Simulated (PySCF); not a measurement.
## SiH$_{3}$ (charge +1): property calculation

The run: property calculation of SiH$_{3}$, charge +1, SMILES [SiH3+]. Method and program: HF/6-31G*, RHF (PySCF 2.14.0).

The geometry comes from this level: PBE0-D4/def2-TZVP.

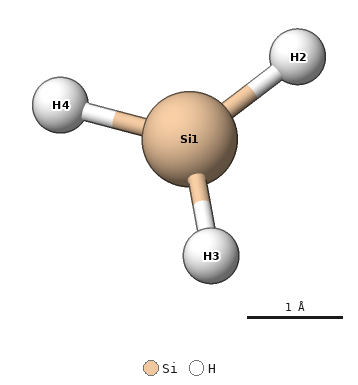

Fig. 1: The structure as given in the input (ball-and-stick view, seen at an oblique angle; atoms are numbered from 1 in the order of the input). Bond lengths as drawn: H–Si 1.47 Å.

## Summary

| quantity | value |
| --- | --- |
| outcome | converged |
| total energy | −290.327583 hartree |
| basis functions | 24 |
| HOMO | −21.11 eV |
| LUMO | −6.67 eV |
| hardware | 1 thread of Arm Neoverse V2, 24 GiB of memory available, shared host |
| wall time | 0.71 s |
| peak memory | 0.11 GiB |

## Remarks

The record of the run, not the program, notes: dipole of an ion depends on the origin.

## The input (input.py)
```python
import numpy
from pyscf import gto, scf, lo

mol = gto.Mole()
mol.atom = [
    ('Si', (-0.000000, -0.000000, 0.000000)),
    ('H', (0.686900, 0.675400, 1.113000)),
    ('H', (-0.118400, -1.467200, -0.009900)),
    ('H', (-0.568500, 0.791700, -1.103100)),
]
mol.charge = 1
mol.spin = 0
mol.basis = '6-31g*'
mol.max_memory = 1860
mol.verbose = 4
mol.build()

myscf = scf.RHF(mol)
myscf.conv_tol = 1e-10
myscf.kernel()
if not myscf.converged:
    myscf = myscf.newton().run(myscf.mo_coeff, myscf.mo_occ)

e_final = myscf.e_tot
print('E(%s) = %.9f' % ('HF', e_final))
dip = myscf.dip_moment()
pop, q = myscf.mulliken_pop()
quad = myscf.quad_moment()
occ = myscf.mo_coeff[:, myscf.mo_occ > 0]
iaos = lo.vec_lowdin(lo.iao.iao(mol, occ), myscf.get_ovlp())
c = iaos.T @ myscf.get_ovlp() @ occ
pop_iao, q_iao = scf.hf.mulliken_pop(lo.iao.reference_mol(mol), (c * myscf.mo_occ[myscf.mo_occ > 0]) @ c.T, numpy.eye(c.shape[0]), verbose=0)
print('IAO charges', numpy.round(q_iao, 4))
```

Run as:
```bash
OMP_NUM_THREADS=1 python input.py
```

## The program's output
```
PySCF version 2.14.0

[INPUT] num. atoms = 4
[INPUT] num. electrons = 16
[INPUT] charge = 1
[INPUT] spin (= nelec alpha-beta = 2S) = 0
[INPUT] symmetry False subgroup None
[INPUT] Mole.unit = angstrom
[INPUT] Symbol           X                Y                Z      unit          X                Y                Z       unit  Magmom
[INPUT]  1 Si     0.000000000000   0.000000000000   0.000000000000 AA    0.000000000000   0.000000000000   0.000000000000 Bohr   0.0
[INPUT]  2 H      0.686900000000   0.675400000000   1.113000000000 AA    1.298052874964   1.276321024531   2.103265176641 Bohr   0.0
[INPUT]  3 H     -0.118400000000  -1.467200000000  -0.009900000000 AA   -0.223743573149  -2.772606169962  -0.018708288633 Bohr   0.0
[INPUT]  4 H     -0.568500000000   0.791700000000  -1.103100000000 AA   -1.074309301815   1.496096172818  -2.084556888008 Bohr   0.0

nuclear repulsion = 15.7214500944607
number of shells = 14
number of NR pGTOs = 63
number of NR cGTOs = 24
basis = 6-31g*
ecp = {}

******** <class 'pyscf.scf.hf.RHF'> ********
method = RHF
initial guess = minao
damping factor = 0
level_shift factor = 0
DIIS = <class 'pyscf.scf.diis.CDIIS'>
diis_start_cycle = 1
diis_space = 8
diis_damp = 0
SCF conv_tol = 1e-10
SCF conv_tol_grad = None
SCF max_cycles = 50
direct_scf = True
direct_scf_tol = 1e-13
Set gradient conv threshold to 1e-05
Initial guess from minao.
init E= -290.258346508738
  HOMO = -0.414758198717718  LUMO = -0.0811975016776167  gap/eV = 9.07665
cycle= 1 E= -290.28517023632  delta_E= -0.0268  |g|= 0.284  |ddm|= 1.41
  HOMO = -0.809995596020097  LUMO = -0.291581527641144  gap/eV = 14.10677
cycle= 2 E= -290.326447197948  delta_E= -0.0413  |g|= 0.0453  |ddm|= 0.513
  HOMO = -0.775077422022707  LUMO = -0.244104538219234  gap/eV = 14.44851
cycle= 3 E= -290.32752668017  delta_E= -0.00108  |g|= 0.00917  |ddm|= 0.0691
  HOMO = -0.775192972828902  LUMO = -0.244664733046139  gap/eV = 14.43641
cycle= 4 E= -290.327582436228  delta_E= -5.58e-05  |g|= 0.00129  |ddm|= 0.0204
  HOMO = -0.775600236070385  LUMO = -0.245124361382722  gap/eV = 14.43498
cycle= 5 E= -290.327583420912  delta_E= -9.85e-07  |g|= 0.000106  |ddm|= 0.00327
  HOMO = -0.775616415668807  LUMO = -0.245128946900263  gap/eV = 14.43530
cycle= 6 E= -290.327583428095  delta_E= -7.18e-09  |g|= 1.64e-05  |ddm|= 0.000228
  HOMO = -0.77561469029707  LUMO = -0.245129643891864  gap/eV = 14.43523
cycle= 7 E= -290.32758342832  delta_E= -2.25e-10  |g|= 9.77e-07  |ddm|= 4.44e-05
  HOMO = -0.775614652976322  LUMO = -0.245129607126533  gap/eV = 14.43523
cycle= 8 E= -290.327583428322  delta_E= -1.36e-12  |g|= 7.63e-08  |ddm|= 3.17e-06
  HOMO = -0.775614649120606  LUMO = -0.245129604869301  gap/eV = 14.43523
Extra cycle  E= -290.327583428322  delta_E=    0  |g|= 1.73e-08  |ddm|= 2.34e-07
converged SCF energy = -290.327583428322
E(HF) = -290.327583428

WARN: System has nonzero charge 1; the dipole moment is origin-dependent.
Location of origin: [0. 0. 0.]

Dipole moment(X, Y, Z, Debye): -0.00000,  0.00011, -0.00001
 ** Mulliken pop  **
pop of  0 Si 1s           1.99979
pop of  0 Si 2s           1.99861
pop of  0 Si 3s           1.10510
pop of  0 Si 4s           0.16565
pop of  0 Si 2px          1.98873
pop of  0 Si 2py          1.99349
pop of  0 Si 2pz          1.99196
pop of  0 Si 3px          0.21014
pop of  0 Si 3py          0.79887
pop of  0 Si 3pz          0.60961
pop of  0 Si 4px          0.00878
pop of  0 Si 4py          0.03814
pop of  0 Si 4pz          0.02870
pop of  0 Si 3dxy         0.01429
pop of  0 Si 3dyz         0.04296
pop of  0 Si 3dz^2        0.02471
pop of  0 Si 3dxz         0.01932
pop of  0 Si 3dx2-y2      0.02842
pop of  1 H 1s            0.47529
pop of  1 H 2s            0.50228
pop of  2 H 1s            0.47529
pop of  2 H 2s            0.50229
pop of  3 H 1s            0.47528
pop of  3 H 2s            0.50229
 ** Mulliken atomic charges  **
charge of    0Si =      0.93272
charge of    1H =      0.02243
charge of    2H =      0.02242
charge of    3H =      0.02243
Traceless quadrupole moment (Debye*A):

IAO charges [ 1.1347 -0.0449 -0.0449 -0.0449]
```

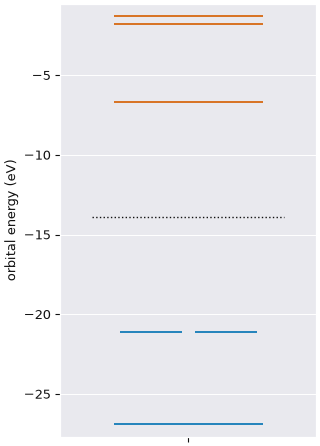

Fig. 2: Orbital energies near the frontier; the dotted line parts filled from empty levels, and levels within 0.02 eV of each other stand side by side. Highest filled −21.11 eV, lowest empty −6.67 eV, 14.44 eV apart.
